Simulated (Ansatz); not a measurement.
**AlClH$_{2}$O: density, localisation and related maps**

Input

```
crystal:
  periodic: [false, false, false]
  atoms:
    - {symbol: Al, position_ang: [-0.452060, -1.386521, 0.704372]}
    - {symbol: O, position_ang: [0.125366, 0.073274, -0.817357]}
    - {symbol: H, position_ang: [-0.383478, 0.270860, -1.610485]}
    - {symbol: Cl, position_ang: [0.369384, 0.145383, 2.080791]}
    - {symbol: H, position_ang: [0.340787, 0.897004, -0.357321]}
basis:
  gaussian: {orbitals: def2-TZVPP}
hamiltonian: {xc: pbe0, dispersion: d4}
output: {orbitals: {seedname: orbitals}}
```

Launched as:

```sh
ansatz run in.yaml --threads 2 --pin off --events-out ev --progress --plain --max-ram 4352MiB
```

The product side of a reaction path; geometry: PBE0-D4/def2-TZVP.

Method: RKS PBE0-D4/def2-TZVPP in Ansatz 0.2.0.

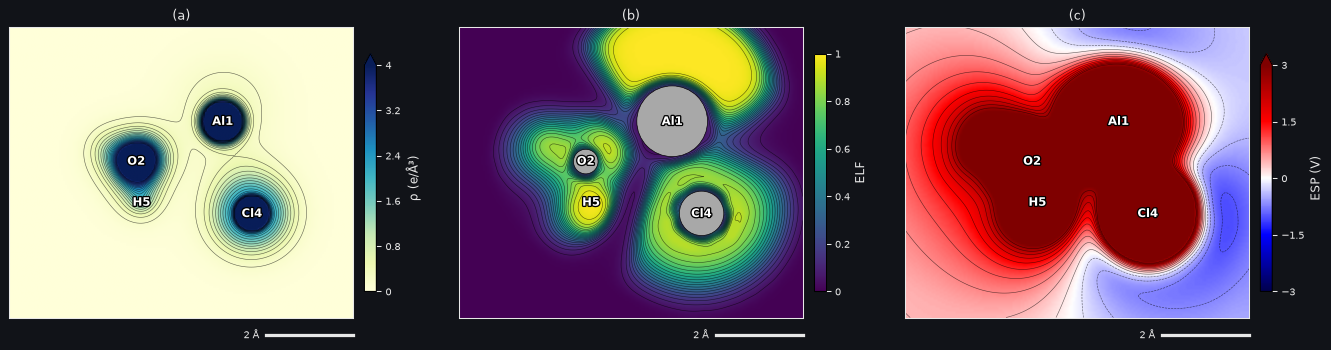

Figure 1. (a) total electron density; (b) ELF; (c) molecular electrostatic potential on the plane of atoms O2, Al1 and Cl4. Grey discs cover the atomic cores in the ELF map.

Q: Describe what can be read from this map.

A: The section cuts through Al, O, Cl and H sites. Al–O (2.19 Å): the density is about 0.3 e/Å³ at the midpoint, with its minimum of 0.24 e/Å³ about 0.9 Å from Al; the ELF peaks at about 0.90 in the valence shell of O, 0.6 Å from its nucleus, and is about 0.40 at the midpoint. Al–Cl (2.22 Å): ρ is about 0.6 e/Å³ halfway; the ELF peaks at about 0.85 in the valence shell of Cl, 0.9 Å from its nucleus, and is about 0.75 at the midpoint. O–H (0.97 Å): ρ at the midpoint is about 3.8 e/Å³; the ELF climbs to about 1 towards the hydrogen, as it does in any bond to H; an ordinary covalent bond to hydrogen. The ELF also peaks beside Cl4, away from the bonds: lone-pair regions. Outside the dense part of the molecule the potential is most negative (−1.1 V) near Cl4.

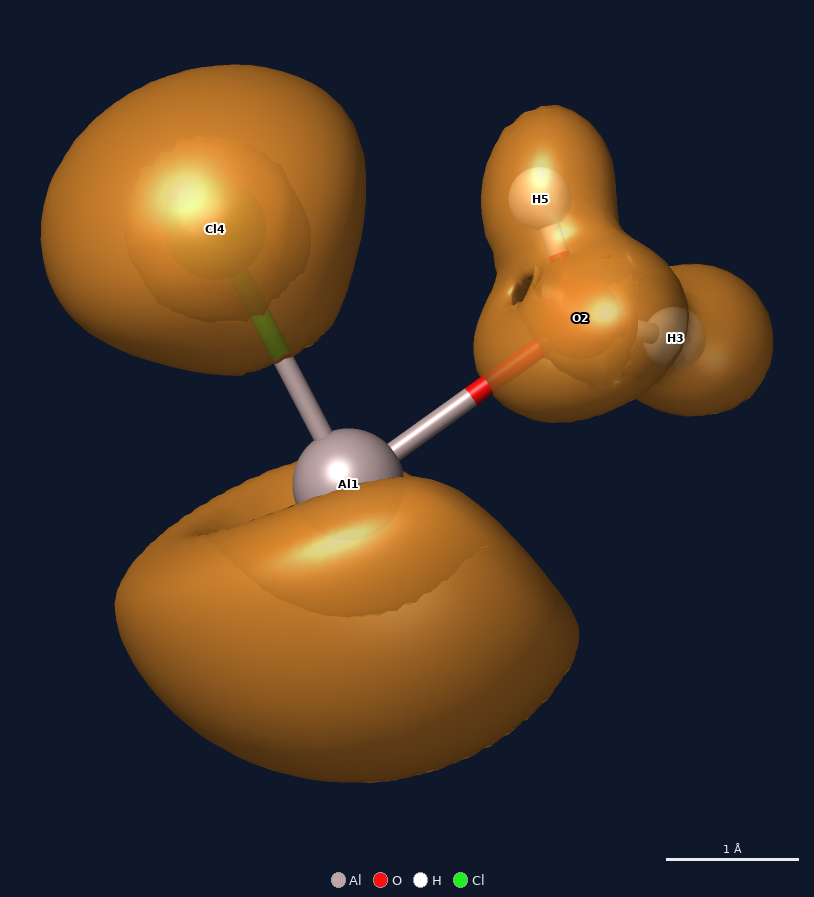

Figure 2. Isosurface of the electron localisation function at 0.75 (orange), seen at a tilt. Core shells and regions of very low density are left out.

Q: Identify the bonds, lone pairs and shells in this picture.

A: The surface consists of one region on Cl in which the atom's valence shell and bonds are merged, one lobe on Al, pointing away from the bonds (lone pairs) and one joined region spread over several atoms (H, O), in which their bonds and any lone pairs are merged.

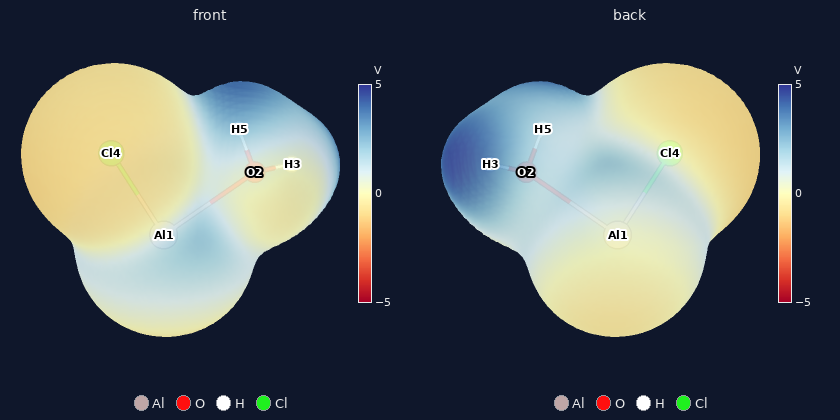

Figure 3. The electrostatic potential painted on the density surface at 0.004 e/bohr³, seen from the front and from behind; red is negative and blue positive.

Q: Which sites attract a positive test charge, and which a negative one?

A: A positive charge is drawn to the negative regions and a negative charge to the positive ones. The most negative region (about −1.0 V) lies over Cl4, the most positive (about +4.5 V) over H3.

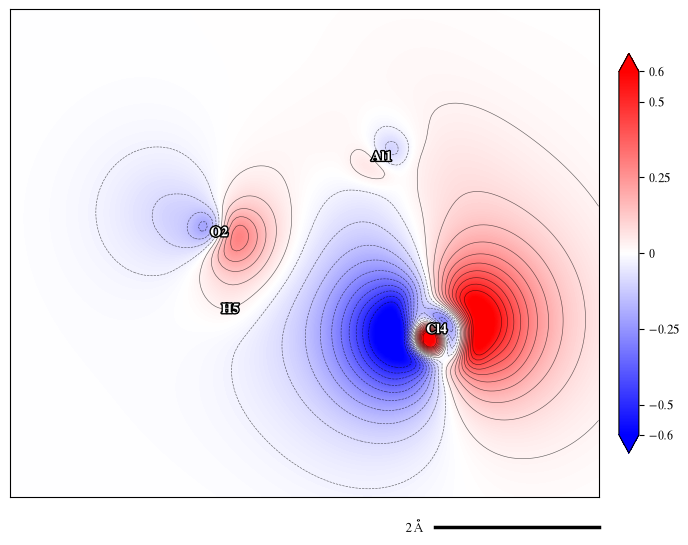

Figure 4. The HOMO−1 on the plane of atoms O2, Al1 and Cl4 (values in Å⁻³ᐟ²; the overall sign is arbitrary).

Q: Describe this orbital and give its energy.

A: By Hirshfeld shares it lies mainly on Cl4 (about 90 %); largely a lone pair of Cl4. Its energy is −8.62 eV.
